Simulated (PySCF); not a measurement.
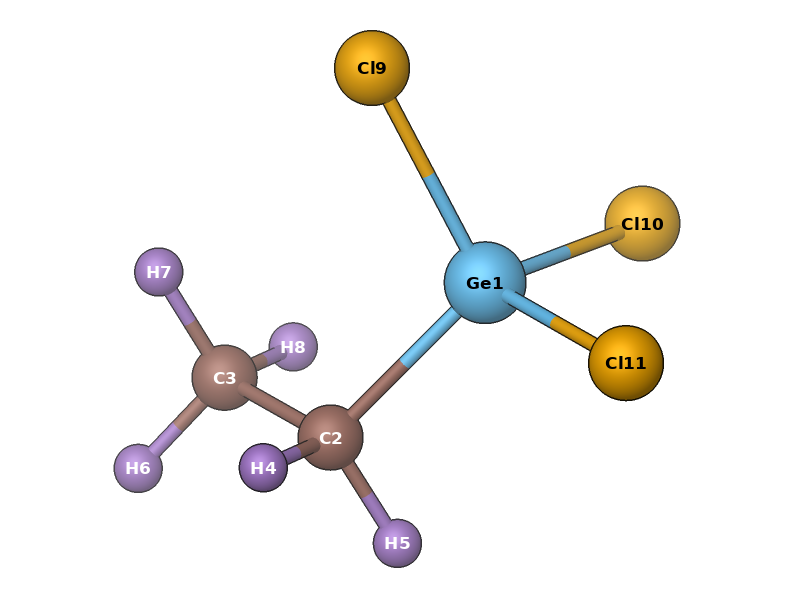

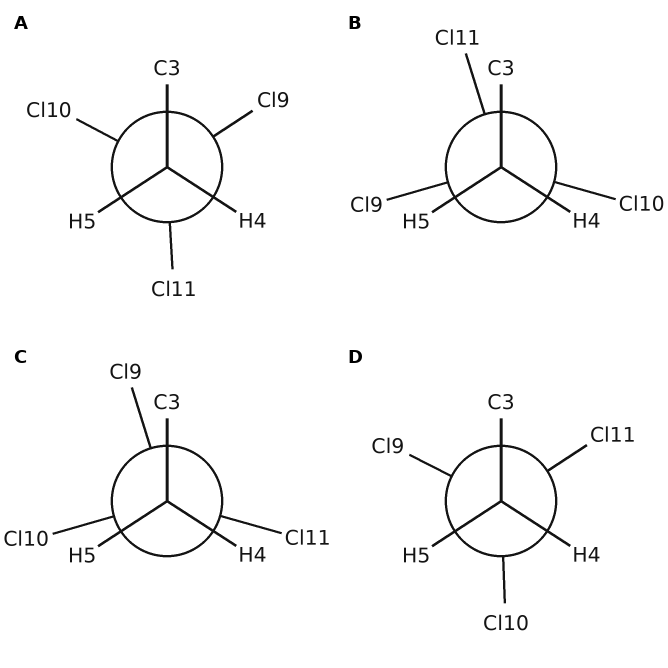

Depth is shown by fading: the farther an atom, the more it takes the colour of the background. Bonds that would overlap in a projection are set slightly apart. Computed geometry: PBE0-D3(BJ)/def2-SVP optimisation. No frequency run is at hand to confirm it as a minimum.

Which Newman projection shows the view along C2–Ge1, with C2 in front?

Answer. A. The torsion angle C3–C2–Ge1–Cl9 is 57°, synclinal (gauche).
